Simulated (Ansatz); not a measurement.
```xyz
13

C    -1.0200   -0.1887   -1.1367
C    -0.3333    0.2659    0.1511
Si    0.8212   -1.1057    0.8685
Cl   -1.5778    0.5154    1.4861
B     0.5291    1.5751    0.0586
F     1.0313    1.9310   -1.1280
H    -0.2645   -0.3150   -1.9396
H    -1.5544   -1.1508   -1.0047
H    -1.7557    0.5664   -1.4812
H    -0.0242   -2.3247    1.1021
H     1.4479   -0.6415    2.1495
H     1.9018   -1.4212   -0.1336
H     0.8193    2.2588    1.0227
```

Theory: RKS PBE-D4/def2-SVP in Ansatz 0.2.0.

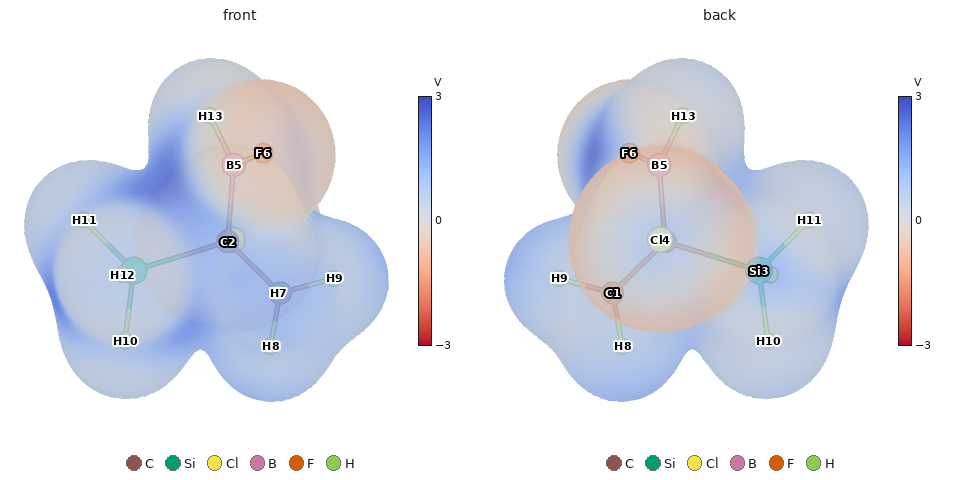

C₂H₇BClFSi (SMILES CC([SiH3])(Cl)BF). The molecular electrostatic potential painted on the density surface at 0.004 e/bohr³, seen from the front and from behind; the colour scale runs from red (negative) to blue (positive).

Which sites attract a positive test charge, and which a negative one?

Answer. A positive charge is drawn to the negative regions and a negative charge to the positive ones. The most negative region (about −0.6 V) lies over Cl4, the most positive (about +2.3 V) over Si3 and B5. Cl4 shows a σ-hole: about +0.5 V at the tip opposite its bond, against about −0.5 V on its flanks.
